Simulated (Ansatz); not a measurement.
The figure comes from a scan of Sn (diamond): volume and axial ratio are varied about the relaxed values (subscript 0). Level of theory: PBE (plane waves to 420 eV, PAW, scalar-relativistic; Ansatz, a quantum-chemistry and plane-wave program). k mesh 12×12×12 (Γ-centred), Fermi-Dirac smearing 0.05 eV. Stress and pressure are positive under compression. With partly filled bands, the response to shear is sensitive to the k mesh, so small differences along c/a are uncertain. Sn was relaxed with its symmetry unable to fall. The PAW data are Ansatz's earlier set. The relaxed volume of Sn is well above the measured one; the method has no dispersion term. 

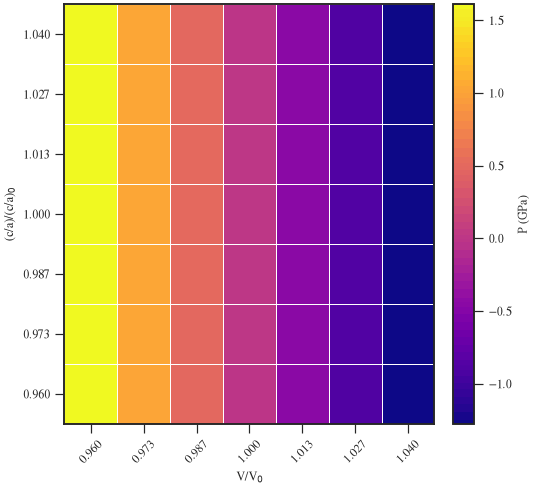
*P (GPa), one tile a computed point.*

Problem. Turn the plot into a table (rounded to what can be read).

Solution. To the nearest 0.5:

P (GPa), with V/V₀ across and (c/a)/(c/a)₀ down:

```
(c/a)/(c/a)₀ \ V/V₀  0.960  0.973  0.987  1.000  1.013  1.027  1.040
-------------------  -----  -----  -----  -----  -----  -----  -----
0.960                  1.5    1.0    0.5    0.0   -0.5   -1.0   -1.5
0.973                  1.5    1.0    0.5    0.0   -0.5   -1.0   -1.5
0.987                  1.5    1.0    0.5    0.0   -0.5   -1.0   -1.5
1.000                  1.5    1.0    0.5    0.0   -0.5   -1.0   -1.5
1.013                  1.5    1.0    0.5    0.0   -0.5   -1.0   -1.5
1.027                  1.5    1.0    0.5    0.0   -0.5   -1.0   -1.5
1.040                  1.5    1.0    0.5    0.0   -0.5   -1.0   -1.5
```

(A scan under strain: stresses follow from slopes of the energy per volume, elastic moduli from its curvatures.)
